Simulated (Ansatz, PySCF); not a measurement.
GeH4 (SMILES [GeH4]) and CH4S (SMILES CS) are pulled apart as rigid monomers along the line of their centres of mass, from the B3LYP-D3(BJ)/def2-TZVP minimum. Starting geometry (charge 0, multiplicity 1):
```xyz
11

Ge     0.000     0.134     0.162
H     -1.524     0.285     0.226
H      0.418    -1.236     0.716
H      0.681     1.245     0.973
H      0.460     0.232    -1.305
C      1.059    -0.298     3.992
S     -0.752    -0.226     3.809
H      1.529    -0.697     3.095
H      1.389     0.729     4.133
H      1.344    -0.884     4.863
H     -0.954    -1.540     3.623
```

Interaction energies with rigid monomers; basis-set methods are counterpoise corrected unless marked otherwise.

Rows in 6-31G* carry no dispersion term and start afresh at each structure (6-31G* with six Cartesian d functions); the Pople sets are all-electron and without relativity. MP2/6-31G* freezes PySCF's default core, which leaves 3d correlated.

Codes used: Ansatz (Gaussian orbitals); PySCF for 6-31G* rows, the dispersion terms. 

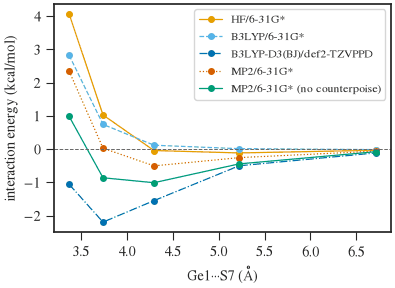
*Interaction energy against separation*

Q: Which level binds most strongly at Ge1···S7 = 3.74, and by how much?

A: B3LYP-D3(BJ)/def2-TZVPPD, -2.2 kcal/mol.

Ansatz is a quantum-chemistry and plane-wave program.
